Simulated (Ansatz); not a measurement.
# LaVO4 (P2_1/c): converging the G0W0 gap, part 2 of 2

Wanted: a G0W0 gap for LaVO4 (P2_1/c) that is converged in bands and cutoff, or an estimate of the limit.

Ansatz 0.2.0; G0W0 on r2SCAN, plane waves, PAW. Known limits of the many-body steps: not at the basis limit; f levels unsure; no spin polarisation; d states lean on the start; no spin-orbit coupling; coarse k mesh.

So far. Step 4 (995 empty bands, screening to 120 eV): Against the run with 2×2×2 mesh, 462 empty bands, screening to 72 eV, the gap moves by −0.11 eV. Step 5 (Changing the frequency model: 2×2×2 mesh, 462 empty …): Against the run with 2×2×2 mesh, 462 empty bands, screening to 72 eV, the gap moves by +0.09 eV.

## 6. Changing the files: 2×2×2 mesh, 462 empty bands, screening to 72 eV, hard PAW files

Other atomic data (hard PAW) test the pseudisation: the cutoff goes from 500 to 1050 eV, with the same valence electrons.

File input.yaml:

```yaml
crystal:
  lattice:
    - [6.725, 0.0, 0.0]
    - [0.0, 7.2827, 0.0]
    - [-4.9123006198, 0.0, 6.8121466218]
  atoms:
    - { symbol: La, position: [0.827399, 0.157198, 0.723776] }
    - { symbol: La, position: [0.172601, 0.657198, 0.776224] }
    - { symbol: La, position: [0.172601, 0.842802, 0.276224] }
    - { symbol: La, position: [0.827399, 0.342802, 0.223776] }
    - { symbol: V, position: [0.31429, 0.16481, 0.69917] }
    - { symbol: V, position: [0.68571, 0.66481, 0.80083] }
    - { symbol: V, position: [0.68571, 0.83519, 0.30083] }
    - { symbol: V, position: [0.31429, 0.33519, 0.19917] }
    - { symbol: O, position: [0.8171, 0.4979, 0.7446] }
    - { symbol: O, position: [0.1829, 0.9979, 0.7554] }
    - { symbol: O, position: [0.1829, 0.5021, 0.2554] }
    - { symbol: O, position: [0.8171, 0.0021, 0.2446] }
    - { symbol: O, position: [0.6098, 0.2795, 0.3821] }
    - { symbol: O, position: [0.3902, 0.7795, 0.1179] }
    - { symbol: O, position: [0.3902, 0.7205, 0.6179] }
    - { symbol: O, position: [0.6098, 0.2205, 0.8821] }
    - { symbol: O, position: [0.6587, 0.895, 0.4829] }
    - { symbol: O, position: [0.3413, 0.395, 0.0171] }
    - { symbol: O, position: [0.3413, 0.105, 0.5171] }
    - { symbol: O, position: [0.6587, 0.605, 0.9829] }
    - { symbol: O, position: [0.8898, 0.8436, 0.8857] }
    - { symbol: O, position: [0.1102, 0.3436, 0.6143] }
    - { symbol: O, position: [0.1102, 0.1564, 0.1143] }
    - { symbol: O, position: [0.8898, 0.6564, 0.3857] }
kpoints:
  mp_grid: { grid: [2, 2, 2] }
hamiltonian:
  xc: r2scan
  pseudopotentials: { kind: paw, source: ansatz }
scf:
  occupations: { method: fixed }
gw:
  n_empty_bands: 462
  ecut_chi: 72
  qp_bands: [v4, c4]
  qp_kpoints: band_edges
  screening: { model: contour_deformation }
```

On the command line:

```
$ ansatz run input.yaml --threads 24 --pin off --max-ram 82944MiB --backend cuda --events-out ev --progress --plain --runs-dir out --devices 1 --max-vram 78GiB
```

Numbers of over 12 decimals in the logs are rounded to 6 here.

The program printed:

```text
GPUs: using 1 of 1 available (devices: 1).
[...]
Crystal: 24 atoms, lattice volume = 333.633 Å³
Basis set: ecut = 1050 eV, 25807 PW (Γ), exchange–correlation on 320×360×400 points (64 copies of the dense FFT grid, shifted against one another)
Bands: 120, of which v1, the nominal top of the filled ones, is band 96 counted from 1 (95 counted from 0)
Symmetry: 4 space group operations
[...]
k-points: 8
[...]
1    98     10.8956   -16.0608    -5.8197   -23.8158  0.7481    12.8910    12.8309  root
     1    99     11.0689   -16.4506    -5.8756   -24.3580  0.7464    13.1694    13.1008  root
[...]
7    97     11.0182   -16.3303    -5.7229   -24.0523  0.7473    13.0828    13.0173  root
     7    98     11.0182   -16.3303    -5.7229   -24.0523  0.7473    13.0828    13.0173  root
     7    99     11.0767   -16.3513    -5.6947   -24.0402  0.7484    13.1351    13.0709  root
     7   100     11.0767   -16.3513    -5.6947   -24.0402  0.7484    13.1351    13.0709  root
[key lines of the parts left out:]
SCF converged after 13 iterations
```

The job ended after 17 s (1 × NVIDIA GB200 (shared by 2 runs) with 24 threads of Arm Neoverse V2, shared host; peak memory 8.3 GiB).

This step gave:

```yaml
bands_summed: 558
rpa_eps_infinity_on_this_mesh_eigenvalues: 3.811, 3.841, 4.330
plane_waves_in_the_screening_matrix: 453
g0w0_gap_on_the_mesh: 5.867 eV
k_of_the_valence_top: -0.5, 0, 0
k_of_the_conduction_bottom: -0.5, -0.5, 0
starting_gap_on_the_mesh: 3.926 eV
least_direct_g0w0_gap_on_the_computed_points: 5.974 eV
```

Against the run with 2×2×2 mesh, 462 empty bands, screening to 72 eV, the gap moves by −0.014 eV.

## 7. The runs together

Times are wall times on 1 × NVIDIA GB200 (shared by 2 runs) with 24 threads of Arm Neoverse V2, shared host, good to a factor of about two.

```
 mesh        files            frequency  bands summed  cutoff (eV)  start (eV)  G0W0 (eV)   time  host memory (GiB)
2×2×2  default PAW  contour deformation           259           36       3.930      6.362  6.2 s                2.3
2×2×2  default PAW  contour deformation           558           72       3.930      5.882   11 s                3.2
2×2×2  default PAW  contour deformation          1091          120       3.930      5.775   22 s                5.2
2×2×2  default PAW         plasmon pole           558           72       3.930      5.976   10 s                3.5
2×2×2     hard PAW  contour deformation           558           72       3.926      5.867   17 s                8.3
```

The parts of the quasiparticle energy at the two band edges (eV; QP = start + Σx + Σc − Vxc):

```
       run               edge  start      Σx     Σc     Vxc     Z     QP
 259 bands        valence top   6.92  -25.69   4.56  -21.18  0.76   6.98
 259 bands  conduction bottom  10.85  -15.92  -5.21  -23.61  0.76  13.34
 558 bands        valence top   6.92  -25.69   4.51  -21.18  0.75   6.92
 558 bands  conduction bottom  10.85  -15.92  -5.74  -23.61  0.75  12.80
1091 bands        valence top   6.92  -25.69   4.29  -21.18  0.75   6.70
1091 bands  conduction bottom  10.85  -15.92  -6.07  -23.61  0.75  12.47
```

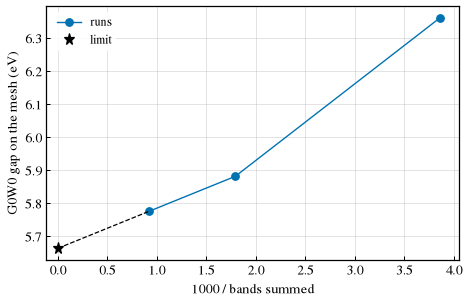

The gap against one over the number of bands; the dashed line carries the two highest rungs to the limit.

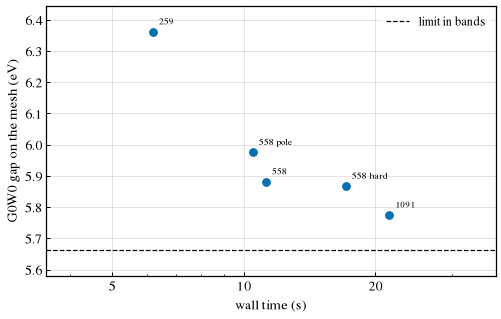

Result against wall time.

## 8. Outcome

```
259 bands, 36 eV                    : 6.362 eV
558 bands, 72 eV                    : 5.882 eV
1091 bands, 120 eV                  : 5.775 eV
estimated limit in bands and cutoff : 5.66 eV
mesh and start                      : 2×2×2, r2SCAN
```

What this shows: A line in one over the bands through the two highest rungs gives 5.66 eV, −0.11 eV from the top rung; the pair below gives 5.47 eV, so the series converges faster than that law. The rungs stand 0.70 eV (259 bands), 0.22 eV (558 bands) and 0.11 eV (1091 bands) from it. From 259 to 1091 bands the gap moves by −0.59 eV while the time grows 3.5-fold. Σc changes by −0.28 eV at the valence top and −0.87 eV at the conduction bottom, so the conduction edge carries most of the change. The plasmon-pole model gives +0.09 eV against contour deformation, 5 % of the correction, and saved no time in this program. Hard PAW files move the gap by −0.01 eV at equal bands and cutoff, −0.004 eV of it in the start. The 2×2×2 mesh is coarse for this cell (its supercell is 13 Å along the shortest edge). The RPA ε∞ on it, from the r2SCAN start, is 3.79, 3.82 and 4.31; such meshes misread the long-range screening, most where the gap is narrow. Empty 4f levels lie among the conduction bands. Their place in the start is unsure; it enters the screening, and the edge itself where they lie low. The runs have no spin polarisation. For a closed low-spin shell that is the natural state; where a d or f shell is open it is a constraint, and the gap is then not the crystal's own. With d states at the gap, one-shot GW leans hard on its start. The many-body steps are scalar-relativistic: spin-orbit coupling is not in them.

[Paths, hosts, dates, memory and timing lines, banners, echoed tables and standing remarks are left out of the program output.]

[Logs are printed without paths, hosts, clocks, repeated set-up lines and the standing remarks that a program may print on its own settings, such as how far it seeks lower states.]

[Runs of the session that timed out or met a known fault of the program may be left out.]

[Cells called generated may have been cut or substituted from an entry of the Crystallography Open Database or the Materials Project.]

[Hosts, paths, dates, database ids (printed as entryN), source tags and the programs' standing remarks are cut or masked in the printed files.]
